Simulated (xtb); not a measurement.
Calculation of the molecule and its ions, with input and output: CuNH3Br3 (charge −1)

The run: calculation of the molecule and its ions of CuNH3Br3, charge −1, multiplicity 2, SMILES [NH3]->[Cu-]([Br])([Br])[Br]. Method and program: GFN2-xTB (xtb 6.7.1).

The geometry was optimised with GFN2-xTB.

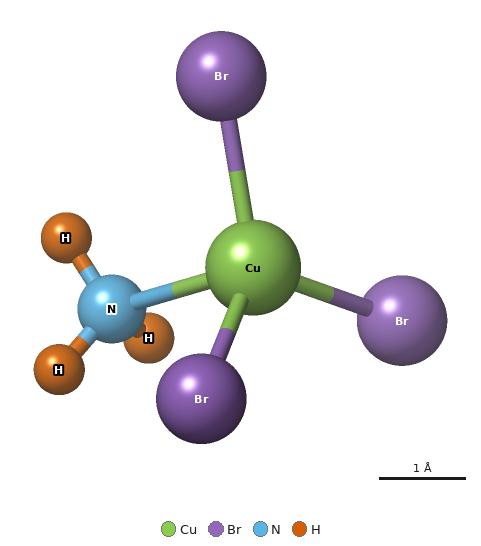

The structure (ball-and-stick view, seen at a tilt). Sticks mark near contacts. Bond lengths as drawn: Br–Cu 2.28 to 2.29 Å, Cu–N 2.31 Å and H–N 1.01 Å.

## Input file (mol.coord)
```
$coord
     -0.035885899107      1.988105266674      1.026215771978  cu
      3.797574722787      1.705817978177      2.976602105204  br
     -0.044767611892      4.247537410321     -2.659827314933  br
     -3.885050145096      1.591678520250      2.925201554614  br
      0.034411912729     -1.952465031963     -0.851132646531  n
      0.024169597134     -1.724016040757     -2.753614422498  h
     -1.509324255739     -2.958422939885     -0.326941516822  h
      1.618871679183     -2.898254060077     -0.336503531012  h
$end
```

Machine: 1 thread of Intel Xeon @ 2.50GHz (Skylake/Cascade Lake), 189 GiB of memory available, shared host.

Launch command:
```bash
xtb mol.coord --gfn 2 --acc 30 --chrg -1 --uhf 1 --vipea > mol.out
```

## Log
```
* xtb version 6.7.1
   ID    Z sym.   atoms
    1   29 cu     1
    2   35 br     2-4
    3    7 n      5
    4    1 h      6-8

           -------------------------------------------------
          |                Calculation Setup                |
           -------------------------------------------------

          program call               : xtb mol.coord --gfn 2 --acc 30 --chrg -1 --uhf 1 --vipea
          coordinate file            : mol.coord
          omp threads                :                     1

molecular fragmentation (1/2 indicates fragments):
11112222
# atoms in fragment 1/2:     4     4
 fragment masses (1/2) :      303.26       17.03
CMA distance (Bohr)    :   4.876
constraining FC (au)   :  0.0500

           -------------------------------------------------
          |                 G F N 2 - x T B                 |
           -------------------------------------------------

      * Hamiltonian:
        H0-scaling (s, p, d)           1.850000    2.230000    2.230000
        zeta-weighting                 0.500000
      * Dispersion:
        s8                             2.700000
        a1                             0.520000
        a2                             5.000000
        s9                             5.000000
      * Repulsion:
        kExp                           1.500000    1.000000
        rExp                           1.000000
      * Coulomb:
        alpha                          2.000000
        third order                    shell-resolved
        anisotropic                    true
        a3                             3.000000
        a5                             4.000000
        cn-shift                       1.200000
        cn-exp                         4.000000
        max-rad                        5.000000

          ...................................................
          :                      SETUP                      :
          :.................................................:
          :  # basis functions                  47          :
          :  # atomic orbitals                  43          :
          :  # shells                           17          :
          :  # electrons                        41          :
          :  max. iterations                   250          :
          :  Hamiltonian                  GFN2-xTB          :
          :  restarted?                      false          :
          :  GBSA solvation                  false          :
          :  PC potential                    false          :
          :  electronic temp.          300.0000000     K    :
          :  accuracy                   30.0000000          :
          :  -> integral cutoff          0.2000000E+02      :
          :  -> integral neglect         0.3000000E-06      :
          :  -> SCF convergence          0.3000000E-04 Eh   :
          :  -> wf. convergence          0.3000000E-02 e    :
          :  Broyden damping             0.4000000          :
          :  net charge                         -1          :
          :  unpaired electrons                  1          :
          ...................................................

 iter      E             dE          RMSdq      gap      omega  full diag
   1    -20.8306639 -0.208307E+02  0.706E+00    9.45       0.0  T
   2    -21.0319602 -0.201296E+00  0.412E+00    7.96       1.0  T
   3    -21.0445912 -0.126310E-01  0.302E+00    8.64       1.0  T
   4    -21.0441389  0.452298E-03  0.241E+00    8.71       1.0  T
   5    -21.0524763 -0.833741E-02  0.109E+00    9.13       1.0  T
   6    -21.0534786 -0.100227E-02  0.587E-01    8.88       1.0  T
   7    -21.0537822 -0.303593E-03  0.414E-01    8.92       1.0  T
   8    -21.0537156  0.666324E-04  0.346E-01    8.91       1.0  T
   9    -21.0538983 -0.182741E-03  0.162E-01    8.89       1.0  T
  10    -21.0539089 -0.105438E-04  0.104E-01    8.90       1.0  T
  11    -21.0539070  0.183332E-05  0.745E-02    8.90       1.0  T
  12    -21.0539145 -0.746608E-05  0.495E-02    8.91       1.0  T
  13    -21.0539198 -0.532262E-05  0.171E-02    8.91       2.1  T
  14    -21.0539197  0.611224E-07  0.174E-02    8.91       2.0  T

   *** convergence criteria satisfied after 14 iterations ***

         #    Occupation            Energy/Eh            Energy/eV
      -------------------------------------------------------------
         1        2.0000           -0.6828777             -18.5820
       ...           ...                  ...                  ...
        15        2.0000           -0.2615298              -7.1166
        16        2.0000           -0.2535711              -6.9000
        17        2.0000           -0.2515718              -6.8456
        18        2.0000           -0.2494252              -6.7872
        19        2.0000           -0.2480916              -6.7509
        20        1.8353           -0.2398889              -6.5277
        21        1.1648           -0.2368044              -6.4438 (HOMO)
        22                          0.0907224               2.4687 (LUMO)
        23                          0.1523208               4.1449
        24                          0.1859979               5.0613
        25                          0.1879020               5.1131
        26                          0.1896508               5.1607
       ...                                ...                  ...
        43                          1.5052812              40.9608
      -------------------------------------------------------------
                  HL-Gap            0.3275268 Eh            8.9125 eV
             Fermi-level           -0.1556938 Eh           -4.2366 eV

 SCC (total)                   0 d,  0 h,  0 min,  0.080 sec
 SCC setup                      ...        0 min,  0.000 sec (  0.194%)
 Dispersion                     ...        0 min,  0.000 sec (  0.092%)
 classical contributions        ...        0 min,  0.000 sec (  0.032%)
 integral evaluation            ...        0 min,  0.009 sec ( 11.265%)
 iterations                     ...        0 min,  0.052 sec ( 65.077%)
 molecular gradient             ...        0 min,  0.018 sec ( 22.857%)
 printout                       ...        0 min,  0.000 sec (  0.440%)

         :::::::::::::::::::::::::::::::::::::::::::::::::::::
         ::                     SUMMARY                     ::
         :::::::::::::::::::::::::::::::::::::::::::::::::::::
         :: total energy             -20.989887773409 Eh    ::
         :: gradient norm              0.000109669670 Eh/a0 ::
         :: HOMO-LUMO gap              8.912458083318 eV    ::
         ::.................................................::
         :: SCC energy               -21.053906382302 Eh    ::
         :: -> isotropic ES            0.157298691489 Eh    ::
         :: -> anisotropic ES         -0.007104461228 Eh    ::
         :: -> anisotropic XC         -0.029024667939 Eh    ::
         :: -> dispersion             -0.008463566553 Eh    ::
         :: repulsion energy           0.064018608892 Eh    ::
         :: add. restraining           0.000000000000 Eh    ::
         :: total charge              -0.999999999999 e     ::
         :::::::::::::::::::::::::::::::::::::::::::::::::::::

           -------------------------------------------------
          |        vertical delta SCC IP calculation        |
           -------------------------------------------------

 iter      E             dE          RMSdq      gap      omega  full diag
   1    -20.6769200 -0.206769E+02  0.261E+00    0.08       0.0  T
   2    -20.6502881  0.266320E-01  0.528E+00    0.01       1.0  T
   3    -20.6622758 -0.119877E-01  0.403E+00    0.03       1.0  T
   4    -20.6672354 -0.495962E-02  0.441E+00    0.00       1.0  T
   5    -20.6944315 -0.271961E-01  0.284E+00    0.04       1.0  T
   6    -20.7159728 -0.215413E-01  0.100E+00    0.05       1.0  T
   7    -20.7164471 -0.474320E-03  0.971E-01    0.05       1.0  T
   8    -20.7163827  0.644180E-04  0.973E-01    0.04       1.0  T
   9    -20.7165939 -0.211154E-03  0.818E-01    0.03       1.0  T
  10    -20.7132577  0.333619E-02  0.124E+00    0.03       1.0  T
  11    -20.7181459 -0.488824E-02  0.455E-01    0.04       1.0  T
  12    -20.7170293  0.111666E-02  0.788E-01    0.03       1.0  T
  13    -20.7180981 -0.106880E-02  0.388E-01    0.04       1.0  T
  14    -20.7182475 -0.149460E-03  0.311E-01    0.04       1.0  T
  15    -20.7183554 -0.107845E-03  0.203E-01    0.04       1.0  T
  16    -20.7184875 -0.132105E-03  0.793E-02    0.04       1.0  T
  17    -20.7185086 -0.211575E-04  0.316E-02    0.04       1.1  T
  18    -20.7185110 -0.232732E-05  0.164E-02    0.04       2.2  T
  19    -20.7185112 -0.192844E-06  0.140E-02    0.04       2.5  T
     SCC iter.                  ...        0 min,  0.058 sec
     gradient                   ...        0 min,  0.017 sec
------------------------------------------------------------------------
empirical IP shift (eV):    4.8455
delta SCC IP (eV):    4.2814
------------------------------------------------------------------------
           -------------------------------------------------
          |        vertical delta SCC EA calculation        |
           -------------------------------------------------

 iter      E             dE          RMSdq      gap      omega  full diag
   1    -21.1428073 -0.211428E+02  0.454E+00    9.89       0.0  T
   2    -21.1573305 -0.145231E-01  0.277E+00    8.43       1.0  T
   3    -21.1636900 -0.635959E-02  0.136E+00    5.98       1.0  T
   4    -21.1649468 -0.125671E-02  0.859E-01    5.88       1.0  T
   5    -21.1652773 -0.330559E-03  0.426E-01    5.85       1.0  T
   6    -21.1653511 -0.738080E-04  0.172E-01    5.83       1.0  T
   7    -21.1653634 -0.122899E-04  0.622E-02    5.80       1.0  T
   8    -21.1653639 -0.508943E-06  0.384E-02    5.79       1.0  T
   9    -21.1653647 -0.818802E-06  0.784E-03    5.79       4.5  T
  10    -21.1653648 -0.481346E-07  0.611E-03    5.79       5.8  T
     SCC iter.                  ...        0 min,  0.049 sec
     gradient                   ...        0 min,  0.022 sec
------------------------------------------------------------------------
empirical EA shift (eV):    4.8455
delta SCC EA (eV):   -1.8129
------------------------------------------------------------------------
           -------------------------------------------------
          |                Property Printout                |
           -------------------------------------------------

    * Orbital Energies and Occupations

         #    Occupation            Energy/Eh            Energy/eV
      -------------------------------------------------------------
         1        2.0000           -0.4903285             -13.3425
       ...           ...                  ...                  ...
         9        2.0000           -0.0732852              -1.9942
        10        2.0000           -0.0706168              -1.9216
        11        2.0000           -0.0663602              -1.8058
        12        2.0000           -0.0644640              -1.7542
        13        2.0000           -0.0629584              -1.7132
        14        2.0000           -0.0618328              -1.6826
        15        2.0000           -0.0601541              -1.6369
        16        2.0000           -0.0581383              -1.5820
        17        2.0000            0.0430494               1.1714
        18        2.0000            0.0437764               1.1912
        19        2.0000            0.0463678               1.2617
        20        2.0000            0.0475385               1.2936
        21        2.0000            0.0488759               1.3300 (HOMO)
        22                          0.2614790               7.1152 (LUMO)
        23                          0.3820003              10.3948
        24                          0.3945670              10.7367
        25                          0.3958967              10.7729
        26                          0.3996349              10.8746
        27                          0.4107806              11.1779
        28                          0.4123657              11.2210
        29                          0.4149398              11.2911
        30                          0.4159013              11.3172
        31                          0.4167918              11.3415
        32                          0.4195386              11.4162
       ...                                ...                  ...
        43                          1.7314893              47.1162
      -------------------------------------------------------------
                  HL-Gap            0.2126031 Eh            5.7852 eV
             Fermi-level            0.1551774 Eh            4.2226 eV

     #   Z          covCN         q      C6AA      α(0)
     1  29 cu       2.846     0.077   148.149    27.715
     2  35 br       0.823    -0.716   205.744    23.126
     3  35 br       0.824    -0.721   205.897    23.135
     4  35 br       0.823    -0.716   205.744    23.126
     5   7 n        2.966    -0.332    28.512     7.931
     6   1 h        0.860     0.139     1.478     1.905
     7   1 h        0.860     0.134     1.513     1.927
     8   1 h        0.860     0.134     1.513     1.927

 Mol. C6AA /au·bohr⁶  :       4067.023633
 Mol. C8AA /au·bohr⁸  :     236741.729451
 Mol. α(0) /au        :        110.791216

Wiberg/Mayer (AO) data.
largest (>0.10) Wiberg bond orders for each atom

 ---------------------------------------------------------------------------
     #   Z sym  total        # sym  WBO       # sym  WBO       # sym  WBO
 ---------------------------------------------------------------------------
     1  29 cu   1.579 --     2 br   0.477     4 br   0.477     3 br   0.474
                             5 n    0.146
     2  35 br   0.505 --     1 cu   0.477
     3  35 br   0.501 --     1 cu   0.474
     4  35 br   0.505 --     1 cu   0.477
     5   7 n    3.098 --     7 h    0.978     8 h    0.978     6 h    0.976
                             1 cu   0.146
     6   1 h    0.981 --     5 n    0.976
     7   1 h    0.982 --     5 n    0.978
     8   1 h    0.982 --     5 n    0.978
 ---------------------------------------------------------------------------

Topologies differ in total number of bonds
Writing topology from bond orders to xtbtopo.mol

molecular dipole:
                 x           y           z       tot (Debye)
 q only:        0.099      -5.649      -2.420
   full:        0.110      -6.299      -2.669      17.391
molecular quadrupole (traceless):
                xx          xy          yy          xz          yz          zz
 q only:       -4.583      -0.140       3.418      -0.077       2.551       1.165
  q+dip:      -13.213      -0.479      14.102      -0.238      10.384      -0.888
   full:      -13.004      -0.470      13.826      -0.234      10.170      -0.822

           -------------------------------------------------
          | TOTAL ENERGY              -21.101332816915 Eh   |
          | GRADIENT NORM               0.042221470438 Eh/α |
          | HOMO-LUMO GAP               5.785224182650 eV   |
           -------------------------------------------------

------------------------------------------------------------------------
------------------------------------------------------------------------
 total:
 *  cpu-time:     0 d,  0 h,  0 min,  0.122 sec
 * ratio c/w:     0.354 speedup
 SCF:
 *  cpu-time:     0 d,  0 h,  0 min,  0.084 sec
 * ratio c/w:     0.322 speedup
```

## Standard error
```
normal termination of xtb
```

## Results in brief

```json
{"quantity": "outcome", "value": "converged"}
{"quantity": "electrons treated", "value": "41"}
{"quantity": "total energy", "value": "−20.989888 hartree"}
{"quantity": "dispersion energy", "value": "−0.008464 hartree"}
{"quantity": "basis functions", "value": "47"}
{"quantity": "peak memory", "value": "0.071 GiB"}
```

Settings chosen away from the usual ones: method = gfn2-xtb; task = vipea; x = {"accuracy": 30}; geo = {"prev": "A"}. These settings are looser than, or depart from, a standard set-up, so the numbers are not reference values for this system. The record of the run, not the program, notes: no spin polarisation: high-spin states lie too high.
